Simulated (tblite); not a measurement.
# C3H7BO3Si: the cost of one run

Computed with tblite 0.8.0 (tight binding) and PySCF 2.14.0 (DFT, with response routines of our own); each step states its level. Atoms count from 0 throughout.

## 1. The starting structure

15 atoms, charge 0, multiplicity 1; geometry from: force field or distance geometry start.

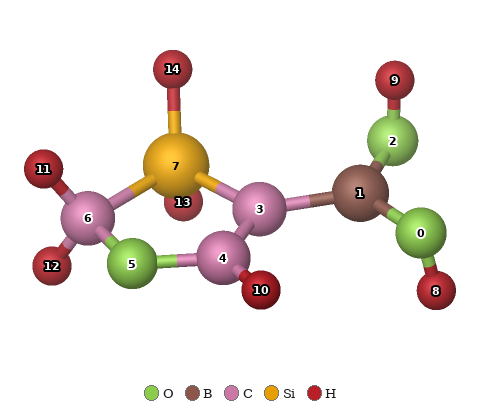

The starting geometry (oxygen green, boron brown, carbon pink, silicon amber, hydrogen red), atoms numbered.

## 2. GFN2-xTB relaxation, start minimum

What the job is given:

```
{"job": {"xc": "GFN2-xTB", "basis": "xTB", "kind": "relax"}, "charge": 0, "multiplicity": 1}
O     -2.666300    -1.300900     0.228800
B     -1.837700    -0.099100     0.212800
O     -2.433600     1.207600     0.411700
C     -0.285300    -0.221900     0.007700
C      0.364300    -1.373500    -0.151800
O      1.743900    -1.274500    -0.329800
C      2.318600     0.035400    -0.297300
Si     0.880100     1.174800    -0.012900
H     -2.696400    -1.584000     1.179800
H     -2.671300     1.514200    -0.502900
H     -0.136300    -2.334400    -0.175700
H      2.806600     0.254700    -1.260100
H      3.035500     0.112500     0.554600
H      0.947400     1.843700     1.284600
H      0.626200     2.053300    -1.171400
```

The run is started by

```console
OMP_NUM_THREADS=1 python ens_run.py task.json out
```

The driver reads the study from task.json and runs its stages one after another.

Q: Estimate the wall time of this first job on 1 thread of Intel Xeon at 2.50GHz, shared host.

About 3.3 s.
